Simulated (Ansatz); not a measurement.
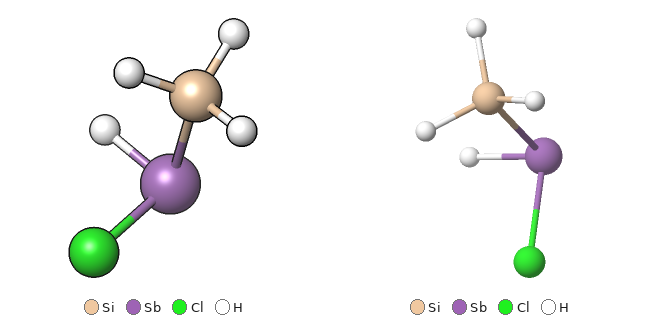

Two views of one molecule.

The computed structure is the end point of a PBE0-D4/def2-TZVP optimisation.

**What is the molecular formula?**

ClH₄SbSi, 7 atoms: 1 chlorine, 4 hydrogen, 1 antimony and 1 silicon.

**Give a SMILES string for it.**

[SiH3][SbH][Cl]

**Count the bonded pairs by element.**

3 Si–H, 1 Sb–Si, 1 Cl–Sb, 1 Sb–H.

**How many sets of symmetry-equivalent atoms are there?**

7: 1 Si, 1 Sb, 1 Cl, 1 H, 1 H, 1 H, 1 H.

**Which point group does it belong to?**

C1.

The parts below concern this one geometry. Atoms keep their numbers from picture to picture.

### Geometry

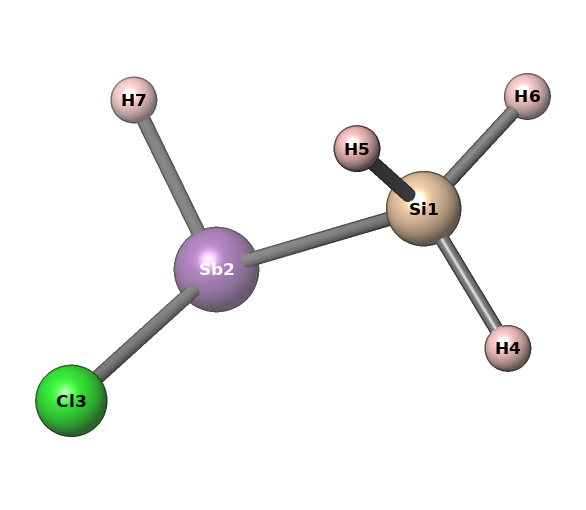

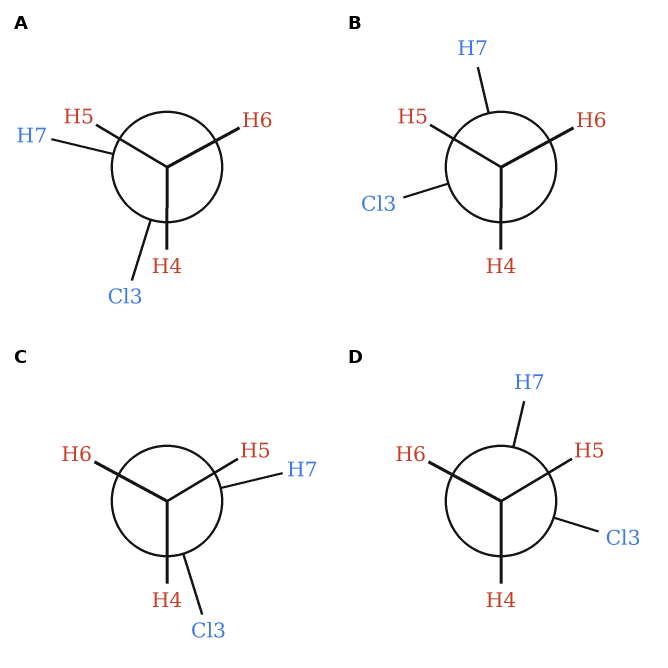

Distant atoms are faded towards the background colour. Bonds that would overlap in a projection are set slightly apart.

**Which Newman projection shows the view along Si1–Sb2, with Si1 in front?**

B. The torsion angle H4–Si1–Sb2–Cl3 is 73°, synclinal (gauche).

### Dipole moment

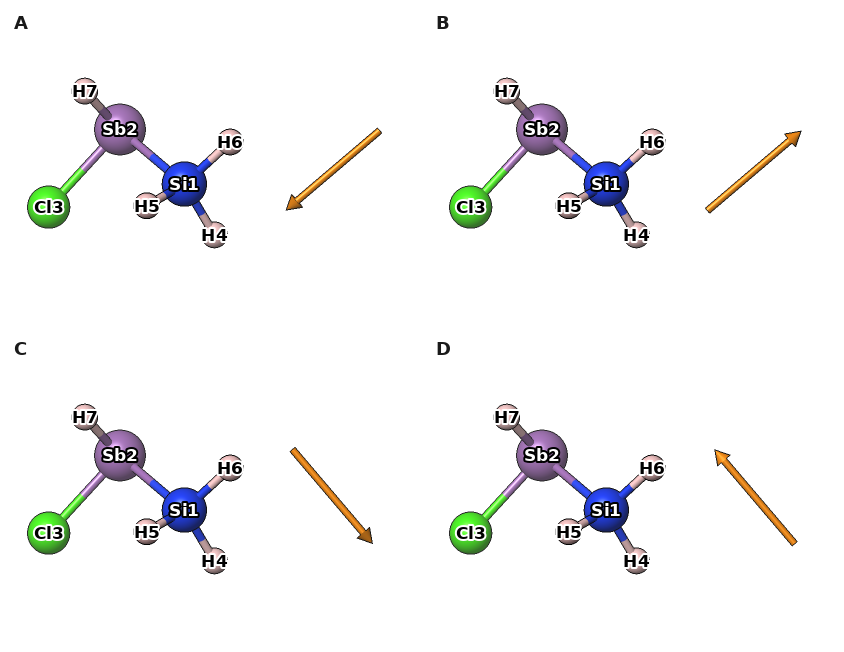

The same molecule four times, each with an arrow. Level of theory: RKS PBE0-D4/def2-TZVP, core potentials on Sb (Ansatz 0.2.0).

**Which arrow points along the dipole moment, from the negative to the positive end?**

B. The dipole moment is 2.36 D; it points from the side of Cl3 to the side of H6 (the outermost atoms at the two ends).

### Charges

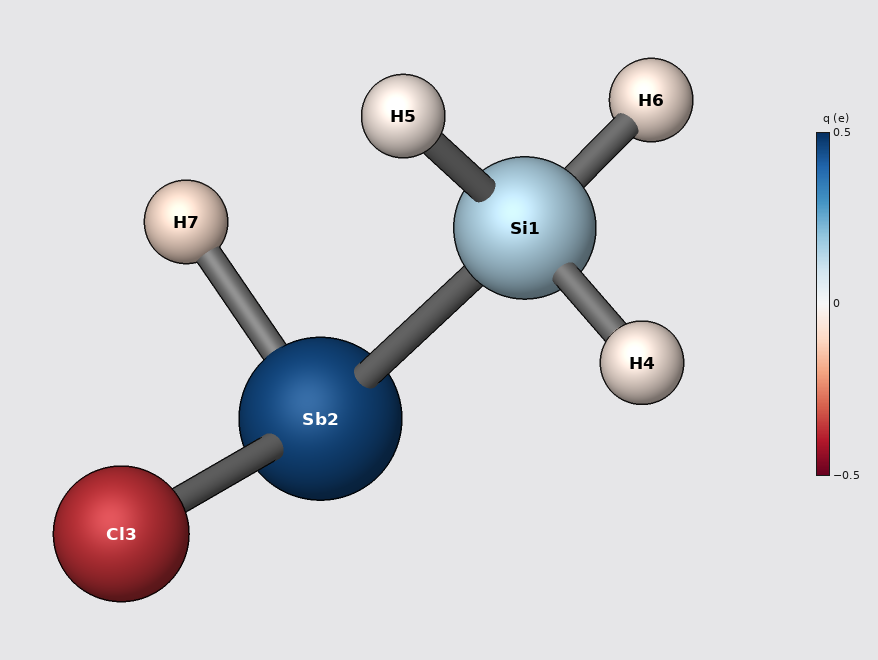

Atoms are coloured by their Mulliken charges. Properties computed with RKS r2SCAN-D4/def2-TZVPP, core potentials on Sb (Ansatz 0.2.0).

**Which atom carries the highest charge (most positive or least negative)?**

Sb2 (0.46 e).

**And the lowest?**

Cl3 (−0.37 e).

List the Mulliken charges.

```json
{"atom": "Si1", "value (e)": "0.15"}
{"atom": "Sb2", "value (e)": "0.46"}
{"atom": "Cl3", "value (e)": "−0.37"}
{"atom": "H4", "value (e)": "−0.05"}
{"atom": "H5", "value (e)": "−0.04"}
{"atom": "H6", "value (e)": "−0.06"}
{"atom": "H7", "value (e)": "−0.08"}
```

### Vibrations

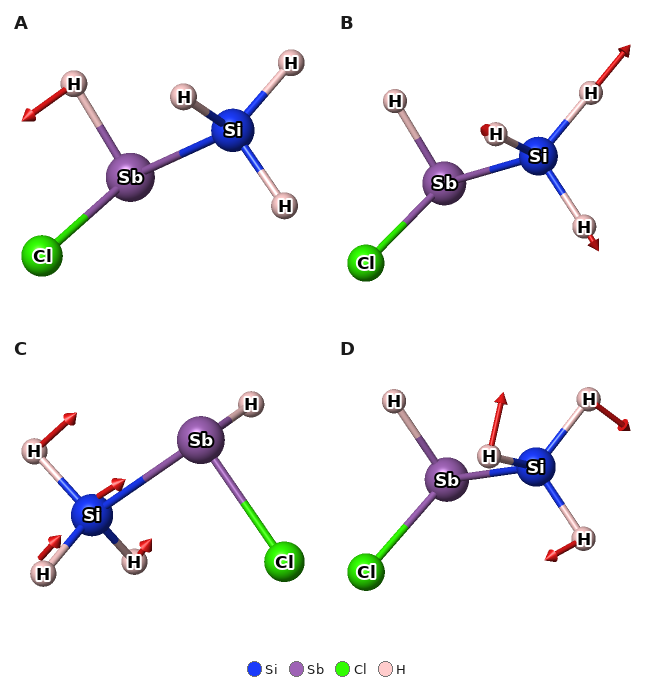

4 normal modes of one molecule or complex, as arrows. Harmonic vibrations computed with RKS PBE0-D4/def2-TZVP, core potentials on Sb (Ansatz 0.2.0) at a stationary point of the same level.

**Match the panels to the wavenumbers 108 cm⁻¹, 304 cm⁻¹, 622 cm⁻¹, 2213 cm⁻¹.**

A: 622 cm⁻¹, Cl–Sb–H bending
B: 2213 cm⁻¹, Si–H stretching
C: 304 cm⁻¹
D: 108 cm⁻¹, a torsion or out-of-plane motion in which bond lengths and bond angles hardly change

Mulliken values depend strongly on the basis set and can even reverse the polarity of a bond.
